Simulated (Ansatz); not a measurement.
# A computed series for ZnSe: pressure series

Start from ZnSe in the zinc blende structure (space group F-43m, No. 216; a = 5.665 Å).

Cell and atoms are relaxed at each pressure.

Calculations: Ansatz (a first-principles code) r2SCAN, without spin-orbit coupling.

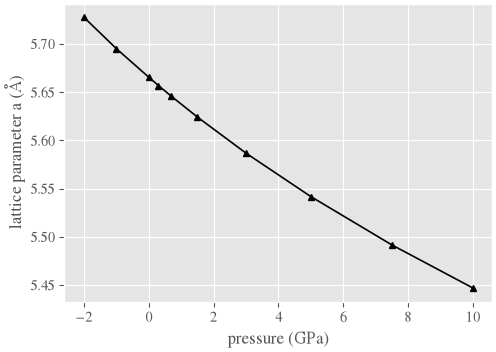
Figure: Lattice parameter a against pressure

| pressure (GPa) | lattice parameter a |
|---|---|
| -2 | 572.8 pm |
| -1 | 569.5 pm |
| 0.3 | 565.7 pm |
| 0.7 | 564.6 pm |
| 1.5 | 562.4 pm |
| 3 | 558.7 pm |
| 5 | 554.2 pm |
| 7.5 | 549.2 pm |
| 10 | 544.7 pm |

Load acts through the strain it causes; cell and atoms are relaxed under it. Stability against distortions was not tested. Tetrahedral semiconductors of this kind turn to denser phases somewhere between about 1 and 50 GPa; those were not computed, so compressed cells here can lie past the real transition.
